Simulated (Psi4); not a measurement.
## Energy and gradient calculation, with input and output: MgH$_{2}$O$_{2}$

- system: MgH$_{2}$O$_{2}$ (Mg(OH)2)
- method: HF/3-21G, RHF (Psi4 1.11)

A bond length was changed on purpose from its optimised value.

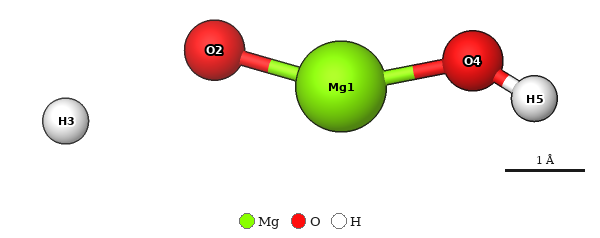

The input geometry (ball-and-stick view, seen at a tilt; atoms are numbered from 1 in the order of the input). Sticks mark near contacts.

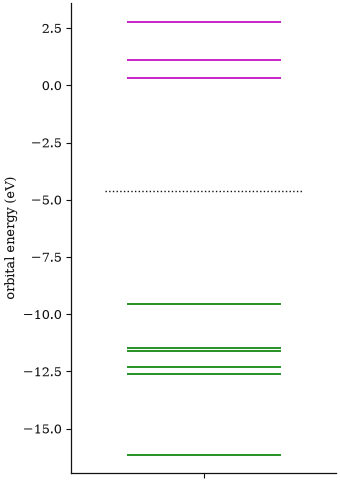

Orbital energies near the frontier; the dotted line parts filled from empty levels, and levels within 0.02 eV of each other stand side by side. Highest filled −9.57 eV, lowest empty 0.34 eV, 9.91 eV apart.

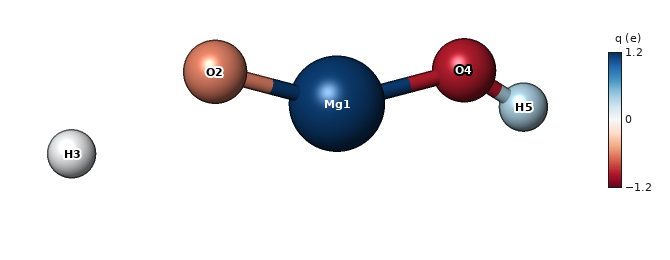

Mulliken charges, as the colour of each atom (ball-and-stick view, seen at a tilt; atoms are numbered from 1 in the order of the input). By element: Mg +1.14, O −0.95 to −0.59 and H +0.03 to +0.37 e.

These pictures come from the run below.

Input file (h2mgo2.py):
```python
import psi4

psi4.set_memory('1600 MB')
psi4.set_num_threads(1)
psi4.core.set_output_file('run.log', False)

molecule = psi4.geometry("""
Mg
O 1 1.72045
H 2 2.0991 1 137.67913
O 1 1.720518 2 152.69447 3 -179.59905
H 4 0.95428 1 137.45684 2 179.49841
symmetry c1
""")

options = {'puream': True, 'e_convergence': 1e-09, 'd_convergence': 1e-08, 'scf_type': 'pk'}
psi4.set_options(options)

energy_value, wavefunction = psi4.gradient("scf/3-21G", molecule=molecule, return_wfn=True)
psi4.oeprop(wavefunction, "MAYER_INDICES", "QUADRUPOLE", "MULLIKEN_CHARGES", title="SCF")
print('gradient / Eh bohr^-1')
print(energy_value.np.round(6))
print(f'energy = {wavefunction.energy():.10f} Eh')
```

Command:
```bash
python h2mgo2.py
```

What the program printed:
```
gradient() will perform analytic gradient computation.

   => Loading Basis Set <=

    Name: 3-21G
    Role: ORBITAL
    Keyword: BASIS

         ---------------------------------------------------------
                                   SCF
                              RHF Reference
                        1 Threads,   1525 MiB Core
         ---------------------------------------------------------

  ==> Geometry <==

    Molecular point group: c1
    Full point group: C1

    Geometry (in Angstrom), charge = 0, multiplicity = 1:

       Center              X                  Y                   Z               Mass
    ------------   -----------------  -----------------  -----------------  -----------------
         MG          -0.001687039529    -0.202484270442    -0.067161698502    23.985041697000
         O           -0.001687039529    -0.202484270442     1.653288301498    15.994914619570
         H           -0.001687039529    -1.615770263999     3.205333246214     1.007825032230
         O            0.003836092688     0.586758777480    -1.595967472510    15.994914619570
         H            0.007729548361     0.335940710485    -2.516687547599     1.007825032230

  Running in c1 symmetry.

  Rotational constants: A =      5.66680  B =      0.15577  C =      0.15160 [cm^-1]
  Rotational constants: A = 169886.53553  B =   4669.77826  C =   4544.85876 [MHz]
  Nuclear repulsion =   81.845083875486921

  Charge       = 0
  Multiplicity = 1
  Electrons    = 30
  Nalpha       = 15
  Nbeta        = 15

  ==> Algorithm <==

  SCF Algorithm Type is PK.
  DIIS enabled.
  MOM disabled.
  Fractional occupation disabled.
  Guess Type is SAD.
  Energy threshold   = 1.00e-09
  Density threshold  = 1.00e-08
  Integral threshold = 1.00e-12

  ==> Primary Basis <==

  Basis Set: 3-21G
    Blend: 3-21G
    Number of shells: 21
    Number of basis functions: 35
    Number of Cartesian functions: 35
    Spherical Harmonics?: true
    Max angular momentum: 1

  ==> Integral Setup <==

  Using in-core PK algorithm.
   Calculation information:
      Number of atoms:                   5
      Number of AO shells:              21
      Number of primitives:             39
      Number of atomic orbitals:        35
      Number of basis functions:        35

      Integral cutoff                 1.00e-12
      Number of threads:                 1

  Performing in-core PK
  Using 397530 doubles for integral storage.
  We computed 21743 shell quartets total.
  Whereas there are 26796 unique shell quartets.

  ==> DiskJK: Disk-Based J/K Matrices <==

    J tasked:                  Yes
    K tasked:                  Yes
    wK tasked:                  No
    Memory [MiB]:             1144
    Schwarz Cutoff:          1E-12

  Minimum eigenvalue in the overlap matrix is 6.8791796749E-02.
  Reciprocal condition number of the overlap matrix is 2.0572224715E-02.
    Using symmetric orthogonalization.

  ==> Pre-Iterations <==

  SCF Guess: Superposition of Atomic Densities via on-the-fly atomic UHF (no occupation information).

   -------------------------
    Irrep   Nso     Nmo
   -------------------------
     A         35      35
   -------------------------
    Total      35      35
   -------------------------

  ==> Iterations <==

                        Total Energy        Delta E     RMS |[F,P]|

   @RHF iter SAD:  -346.76390650324112   -3.46764e+02   0.00000e+00
   @RHF iter   1:  -347.85517308215856   -1.09127e+00   2.64215e-02 DIIS/ADIIS
   @RHF iter   2:  -347.23008008336012    6.25093e-01   4.13339e-02 DIIS/ADIIS
   @RHF iter   3:  -348.31961453845236   -1.08953e+00   5.40657e-03 DIIS/ADIIS
   @RHF iter   4:  -348.33395159682345   -1.43371e-02   3.58883e-03 DIIS/ADIIS
   @RHF iter   5:  -348.34007624364887   -6.12465e-03   1.66689e-03 DIIS/ADIIS
   @RHF iter   6:  -348.34212766391994   -2.05142e-03   2.09967e-04 DIIS/ADIIS
   @RHF iter   7:  -348.34218890373143   -6.12398e-05   4.83338e-05 DIIS
   @RHF iter   8:  -348.34219931731690   -1.04136e-05   3.25614e-05 DIIS
   @RHF iter   9:  -348.34220789117433   -8.57386e-06   1.83391e-05 DIIS
   @RHF iter  10:  -348.34221252067022   -4.62950e-06   5.78871e-06 DIIS
   @RHF iter  11:  -348.34221288149263   -3.60822e-07   1.00548e-06 DIIS
   @RHF iter  12:  -348.34221288606176   -4.56913e-09   2.87090e-07 DIIS
   @RHF iter  13:  -348.34221288620773   -1.45974e-10   4.70775e-08 DIIS
   @RHF iter  14:  -348.34221288621558   -7.84439e-12   1.46261e-08 DIIS
   @RHF iter  15:  -348.34221288621660   -1.02318e-12   6.99916e-09 DIIS
  Energy and wave function converged.

  ==> Post-Iterations <==

    Orbital Energies [Eh]
    ---------------------

    Doubly Occupied:

       1A    -48.638504     2A    -20.433879     3A    -20.358281
       4A     -3.726786     5A     -2.241868     6A     -2.238546
       7A     -2.238333     8A     -1.222584     9A     -1.166695
      10A     -0.592888    11A     -0.464140    12A     -0.452146
      13A     -0.427258    14A     -0.421315    15A     -0.351657

    Virtual:

      16A      0.012542    17A      0.041527    18A      0.102143
      19A      0.138184    20A      0.178836    21A      0.307001
      22A      0.338867    23A      0.370732    24A      0.424863
      25A      0.598240    26A      1.215468    27A      1.357374
      28A      1.812076    29A      1.871176    30A      1.914202
      31A      1.915024    32A      2.036350    33A      2.182775
      34A      2.931239    35A      3.282334

    Final Occupation by Irrep:
              A
    DOCC [    15 ]
    NA   [    15 ]
    NB   [    15 ]

  @RHF Final Energy:  -348.34221288621660

   => Energetics <=

    Nuclear Repulsion Energy =             81.8450838754869210
    One-Electron Energy =                -650.4248376961900249
    Two-Electron Energy =                 220.2375409344865034
    Total Energy =                       -348.3422128862166005

Computation Completed

Properties will be evaluated at   0.000000,   0.000000,   0.000000 [a0]

Properties computed using the SCF density matrix

 Multipole Moments:

 ------------------------------------------------------------------------------------
     Multipole            Electronic (a.u.)      Nuclear  (a.u.)        Total (a.u.)
 ------------------------------------------------------------------------------------

 L = 1.  Multiply by 2.5417464519 to convert [e a0] to [Debye]
 Dipole X            :         -0.0096070            0.0056511           -0.0039558
 Dipole Y            :         -0.1136655           -1.2008165           -1.3144821
 Dipole Z            :         -1.5269108            0.6449105           -0.8820003
 Magnitude           :                                                    1.5829729

 ------------------------------------------------------------------------------------

	total time  =          0 seconds =       0.00 minutes

         ------------------------------------------------------------
                                   SCF GRAD
         ------------------------------------------------------------

  ==> Geometry <==

    Molecular point group: c1
    Full point group: C1

    Geometry (in Angstrom), charge = 0, multiplicity = 1:

       Center              X                  Y                   Z               Mass
    ------------   -----------------  -----------------  -----------------  -----------------
         MG          -0.001687039529    -0.202484270442    -0.067161698502    23.985041697000
         O           -0.001687039529    -0.202484270442     1.653288301498    15.994914619570
         H           -0.001687039529    -1.615770263999     3.205333246214     1.007825032230
         O            0.003836092688     0.586758777480    -1.595967472510    15.994914619570
         H            0.007729548361     0.335940710485    -2.516687547599     1.007825032230

  Nuclear repulsion =   81.845083875486921

  ==> Basis Set <==

  Basis Set: 3-21G
    Blend: 3-21G
    Number of shells: 21
    Number of basis functions: 35
    Number of Cartesian functions: 35
    Spherical Harmonics?: true
    Max angular momentum: 1

  ==> DirectJKGrad: Integral-Direct SCF Gradients <==

    Gradient:                    1
    J tasked:                  Yes
    K tasked:                  Yes
    wK tasked:                  No
    Integrals threads:           1
    Schwarz Cutoff:          1E-12

  -Total Gradient:
     Atom            X                  Y                   Z
    ------   -----------------  -----------------  -----------------
       1        0.000029397056     0.006462568270     0.024759541131
       2        0.000017124074     0.050123130048    -0.116358132318
       3        0.000004440342    -0.054641885973     0.069664026778
       4       -0.000030306864     0.005874860522     0.016883319399
       5       -0.000020654607    -0.007818672868     0.005051245010

	total time  =          0 seconds =       0.00 minutes

Properties will be evaluated at   0.000000,   0.000000,   0.000000 [a0]

Properties computed using the SCF density matrix

 Multipole Moments:

 ------------------------------------------------------------------------------------
     Multipole            Electronic (a.u.)      Nuclear  (a.u.)        Total (a.u.)
 ------------------------------------------------------------------------------------

 L = 1.  Multiply by 2.5417464519 to convert [e a0] to [Debye]
 Dipole X            :         -0.0096070            0.0056511           -0.0039558
 Dipole Y            :         -0.1136655           -1.2008165           -1.3144821
 Dipole Z            :         -1.5269108            0.6449105           -0.8820003
 Magnitude           :                                                    1.5829729

 L = 2.  Multiply by 1.3450342976 to convert [e a0^2] to [Debye ang]
 Quadrupole XX       :        -14.4117245            0.0008472          -14.4108773
 Quadrupole XY       :         -0.1113650            0.1077083           -0.0036567
 Quadrupole XZ       :          0.3376826           -0.3385093           -0.0008267
 Quadrupole YY       :        -37.0779277           22.4900457          -14.5878820
 Quadrupole YZ       :         59.2043885          -57.2479263            1.9564622
 Quadrupole ZZ       :       -229.0545808          210.3564335          -18.6981473
 Traceless XX        :         79.1030198          -77.6149283            1.4880916
 Traceless YY        :         56.4368166          -55.1257298            1.3110868
 Traceless ZZ        :       -135.5398365          132.7406580           -2.7991784

 ------------------------------------------------------------------------------------
  Mulliken Charges: (a.u.)
   Center  Symbol    Alpha    Beta     Spin     Total
       1    MG     5.42985  5.42985  0.00000  1.14029
       2     O     4.29747  4.29747  0.00000 -0.59493
       3     H     0.48377  0.48377  0.00000  0.03246
       4     O     4.47302  4.47302  0.00000 -0.94604
       5     H     0.31589  0.31589  0.00000  0.36823

   Total alpha = 15.00000, Total beta = 15.00000, Total charge = -0.00000

  Mayer Bond Indices:

  Irrep: 1 Size: 5 x 5

                 1                   2                   3                   4                   5

    1     0.00000000000000     0.68358361958759     0.12245475190497     0.74347826358536     0.02079407064818
    2     0.68358361958759     0.00000000000000     0.87318386753492     0.01208908235330    -0.00042752987199
    3     0.12245475190497     0.87318386753492     0.00000000000000     0.00270972397862    -0.00021573954101
    4     0.74347826358536     0.01208908235330     0.00270972397862     0.00000000000000     0.80995331459027
    5     0.02079407064818    -0.00042752987199    -0.00021573954101     0.80995331459027     0.00000000000000

  Atomic Valences:

 #  #
 Irrep: 1
      1:    1.570310705726100
      2:    1.568429039603825
      3:    0.998132603877503
      4:    1.568230384507559
      5:    0.830104115825453
```

Standard output:
```
Memory set to   1.490 GiB by Python driver.
  Threads set to 1 by Python driver.
gradient / Eh bohr^-1
[[ 2.90000e-05  6.46300e-03  2.47600e-02]
 [ 1.70000e-05  5.01230e-02 -1.16358e-01]
 [ 4.00000e-06 -5.46420e-02  6.96640e-02]
 [-3.00000e-05  5.87500e-03  1.68830e-02]
 [-2.10000e-05 -7.81900e-03  5.05100e-03]]
energy = -348.3422128862 Eh
```

Key numbers:

| quantity | value |
| --- | --- |
| outcome | converged |
| total energy | −348.342213 hartree |
| basis functions | 35 |
| largest force | 6.515 eV/Å |
| HOMO | −9.57 eV |
| LUMO | 0.34 eV |
| dipole moment | 4.02 D |
| hardware | 1 thread of Intel Xeon (Granite Rapids), 64 GiB of memory available, shared host |
| wall time | 1.1 s |
| peak memory | 0.18 GiB |
